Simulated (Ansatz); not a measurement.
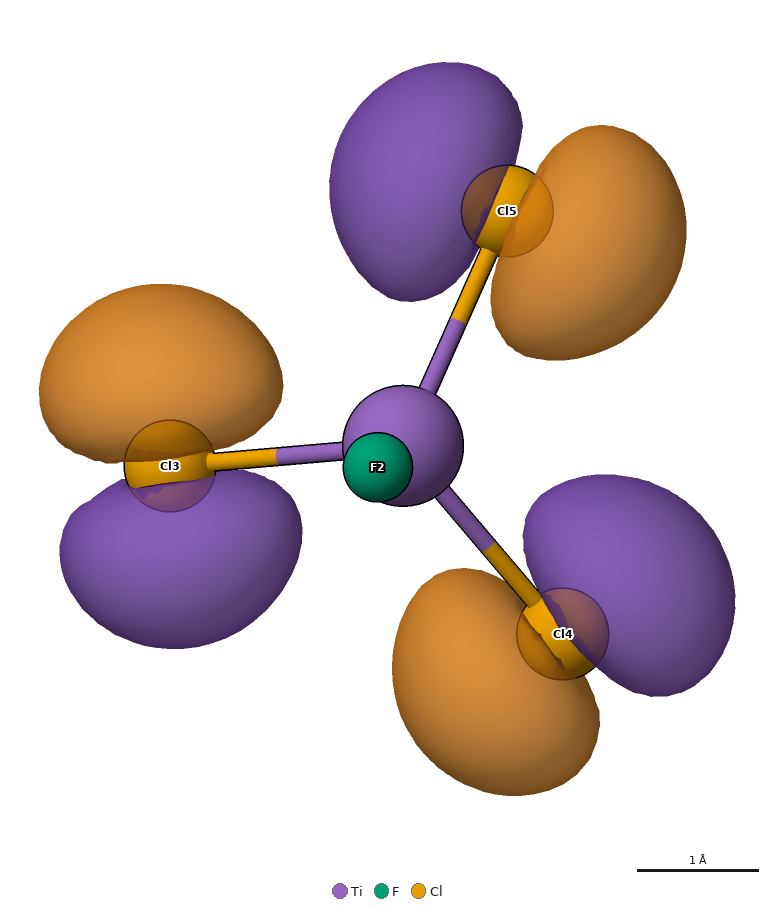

The picture shows: Cl3FTi (TiFCl3). The HOMO at ±0.1 Å⁻³ᐟ² (orange and purple are the two phases), seen across its widest extent.

Geometry: PBE-D4/def2-SVP.

All numbers below come from RKS PBE0-D4/def2-TZVP in Ansatz.

```yaml
atoms:
  - { symbol: Ti, position_ang: [0.0004, -0.0006, 0.0805] }
  - { symbol: F, position_ang: [0.0085, -0.0146, 1.8136] }
  - { symbol: Cl, position_ang: [2.0550, 0.0101, -0.6410] }
  - { symbol: Cl, position_ang: [-1.0362, 1.7848, -0.6122] }
  - { symbol: Cl, position_ang: [-1.0277, -1.7796, -0.6409] }
```

What is the character of this orbital?

By Hirshfeld shares it lies mainly on Cl3 (about 30 %), Cl4 (about 30 %) and Cl5 (about 30 %); largely a combination of lone pairs on Cl3, Cl4 and Cl5. Its energy is −9.67 eV.
